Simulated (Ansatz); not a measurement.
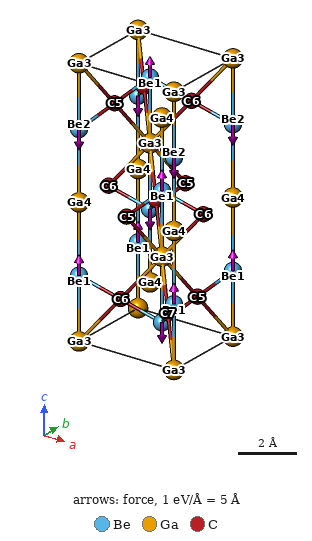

Starting geometry of a crystal of Be2Ga2C3 (a generated structure, set up in R-3m) with the computed forces as purple arrows. Style: ball-and-stick. Shown: the conventional cell (3 times the calculation's cell), slightly off an axis. Lengths and directions refer to the drawn axes.

Computed with DFT PBE, scalar-relativistic, plane waves, PAW; settings changed (Ansatz 0.2.0).

Input
```yaml
crystal:
  lattice:
    - [2.68221524, 1.5485776908, 3.2938675324]
    - [-2.68221524, 1.5485776908, 3.2938675324]
    - [0.0, -3.0971553816, 3.2938675324]
  atoms:
    - { symbol: Be, position: [0.2366572391, 0.2366572391, 0.2366572391] }
    - { symbol: Be, position: [0.7633427609, 0.7633427609, 0.7633427609] }
    - { symbol: Ga, position: [0.0, 0.0, 0.0] }
    - { symbol: Ga, position: [0.5, 0.5, 0.5] }
    - { symbol: C, position: [0.0, 0.0, 0.5] }
    - { symbol: C, position: [0.5, 0.0, 0.0] }
    - { symbol: C, position: [0.0, 0.5, 0.0] }
basis:
  ecutwfc: 420
kpoints:
  mp_grid: { grid: [9, 9, 9] }
hamiltonian:
  xc: pbe
scf:
  occupations: { method: gaussian, width: 0.1 }
  initial_density: { chi_scale: 0.0 }
  lower_state_search: light
output:
  forces: true
  eigenvalues: true
  stress: true
relax:
  adjacent_minimum: "off"
  f_tol: 0.01
  max_steps: 80
  cell: { stress_tol: 0.05 }
```

Command:
```bash
ansatz run input.yaml --threads 1 --pin off --max-ram 2560MiB --backend cpu --events-out ev --progress --plain --runs-dir out
```

Question: What follows when this structure is relaxed?

Answer: It isn't relaxed: the largest force vector, on Be atoms, is 0.15 eV/Å. The atoms end up moving mostly along the starting forces (cosine between the two patterns 1.00). After 4 accepted moves (5 points after the start) the energy has fallen by 8.7 meV per cell of the calculation. Largest force component: 0.15 eV/Å at the start, 0.0018 eV/Å at the end. The pressure goes from 0.20 to −0.01 GPa. At 1 point the geometry stayed and the basis and grid were re-selected for the new cell (energy shift of 1.8 meV per cell of the calculation at most each time). The largest moves relative to the cell, 0.063 Å, are those of Be1 and Be2. Be1 goes along +c. C and Ga stay in place. The drawn cell changes as follows: a = b 5.364 → 5.307 Å (−1.1 %), c 9.882 → 9.906 Å (+0.3 %); the volume changes by −1.9 %. Near-neighbour distances that change, for instance: Be1–Ga3 2.339 → 2.407 Å, Be1–Ga4 2.602 → 2.546 Å, Be1–C5 1.696 → 1.708 Å, Ga3–C5 2.261 → 2.252 Å. Bond angles that change, for instance: C5–Be2–C6 104.5° → 101.9°, Be1–C5–Ga3 70.8° → 73.4°, Be1–C5–Ga3 109.2° → 106.6°. The space group stays R-3m (No. 166).
